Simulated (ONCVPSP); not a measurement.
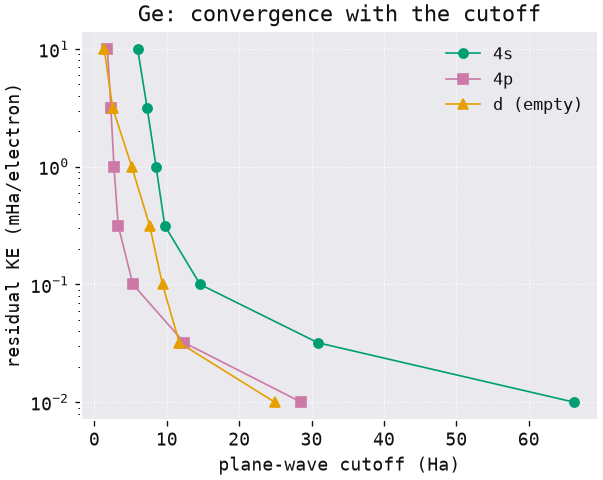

Residual kinetic energy of the pseudo-waves (the first of each channel, and further valence shells) beyond the plane-wave cutoff, as the generator prints it.

Input of ONCVPSP 4.0.1:

```
# ATOM AND REFERENCE CONFIGURATION
# atsym  z   nc   nv     iexc    psfile
  Ge 32.00    6    2  -116133      upf
#
#   n    l    f
    1    0    2.00
    2    0    2.00
    2    1    6.00
    3    0    2.00
    3    1    6.00
    3    2   10.00
    4    0    2.00
    4    1    2.00
#
# PSEUDOPOTENTIAL AND OPTIMIZATION
# lmax
    2
#
#   l,   rc,      ep,       ncon, nbas, qcut
    0    1.60    0.00    3    8    4.50
    1    2.30    0.00    3    7    3.50
    2    2.35    0.13    4    7    4.70
#
# LOCAL POTENTIAL
# lloc, lpopt,  rc(5),   dvloc0
    4    5    1.45    0.00
#
# VANDERBILT-KLEINMAN-BYLANDER PROJECTORs
# l, nproj, debl
    0    3    1.30
    1    1    1.40
    2    3    3.00
#
# MODEL CORE CHARGE
# icmod, fcfact, rcfact
    3    1.75    1.40
#
# LOG DERIVATIVE ANALYSIS
# epsh1, epsh2, depsh
   -2.00    5.00    0.02
#
# OUTPUT GRID
# rlmax, drl
    6.00    0.01
#
# TEST CONFIGURATIONS
# ncnf
    4
# nvcnf
#   n    l    f
    2
    4    0    2.00
    4    1    1.00
#
    2
    4    0    2.00
    4    1    0.00
#
    2
    4    0    1.00
    4    1    0.00
#
    2
    4    0    1.00
    4    1    2.00
#
```

Run as:
```bash
oncvpsp.x < Ge.dat > Ge.out
```

Functional and relativity: PBEsol, scalar-relativistic.

> Which wave is the hardest at 1 mHa per electron, and which settings govern it?

4s, with rc = 1.60 bohr and qcut = 4.5 1/bohr. The optimisation minimises, but can't always remove, the kinetic energy above qcut²/2 = 10.1 Ha, and a larger rc would as a rule soften the wave at some cost in transferability.

> At which cutoff does each wave reach 1 mHa per electron?

4s: 8.5 Ha; d (empty): 5.2 Ha; 4p: 2.7 Ha.

> Which cutoffs does the potential need for its occupied states?

8.5 Ha for 1 mHa and 15 Ha for 0.1 mHa per electron. The first is set by 4s.

The potential isn't sound: its ghost test gives GHOST(-) flagged for s at -178.8 eV; no localised positive-energy state flagged (flags above 300 eV left out).
